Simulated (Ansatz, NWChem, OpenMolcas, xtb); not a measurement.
# Ligand exchange: C2HF + SnH3(SH) → C2H2S + SnH3F

Species: C2HF (fluoroacetylene) `C#CF`, singlet; SnH3(SH), singlet; C2H2S `C#CS`, singlet; SnH3F `[F][SnH3]`, singlet. The partners trade F for SH: C–F and Sn–SH bonds give way to C–SH and Sn–F.

Shapes, held fixed at every level: PBE0-D4/def2-TZVP. Programs: Ansatz 0.2.0, NWChem 7.3.0, OpenMolcas 26.06, xtb 6.7.1. A level may come from different programs for different species; with the same settings they agree closely. The zero-point and thermal change to 298 K, harmonic and unscaled (PBE0-D4/def2-TZVP), is -1.9 kJ/mol.

| level | kind | ΔH(298 K) (kJ/mol) | less CCSD(T)/def2-TZVPP |
| --- | --- | --- | --- |
| GFN0-xTB | semi-empirical | +60.9 | +151.3 |
| HF/def2-SVP | Hartree–Fock | -69.3 | +21.1 |
| HF/def2-TZVPP | Hartree–Fock | -88.8 | +1.6 |
| r2SCAN-D4/def2-TZVPP | meta-GGA | -93.8 | -3.4 |
| PBE0/def2-SVP | global hybrid | -54.0 | +36.4 |
| PBE0-D4/def2-TZVPP | global hybrid | -83.2 | +7.2 |
| wB97X-V/def2-TZVPP | range-separated hybrid | -90.5 | -0.1 |
| MP2/def2-SVP | perturbation theory | -84.0 | +6.4 |
| CCSD(T)/def2-TZVPP | coupled cluster or CI | -90.4 | 0.0 |

The highest level, CCSD(T)/def2-TZVPP, gives ΔH(298 K) = -90.4 kJ/mol; the levels span -93.8 to +60.9. They disagree on the sign: 1 of 9 are positive. GFN0-xTB strays far from the other rows. The column of differences is taken from that level and isn't an error. No measured value is set beside it here. For atoms past krypton def2 sets carry core potentials with scalar relativity. Outer-core shells of Sn are correlated in most correlated rows, in sets that cover them unevenly.

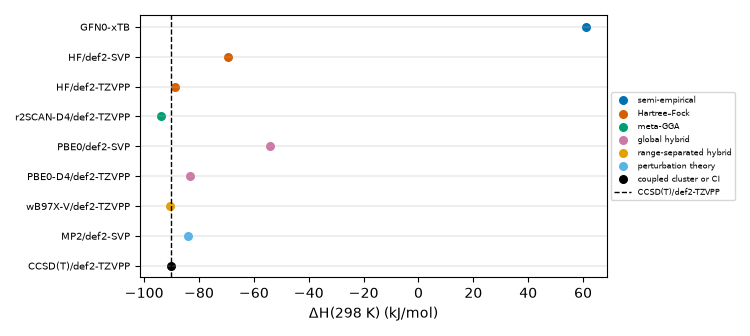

The values of the table, level by level.
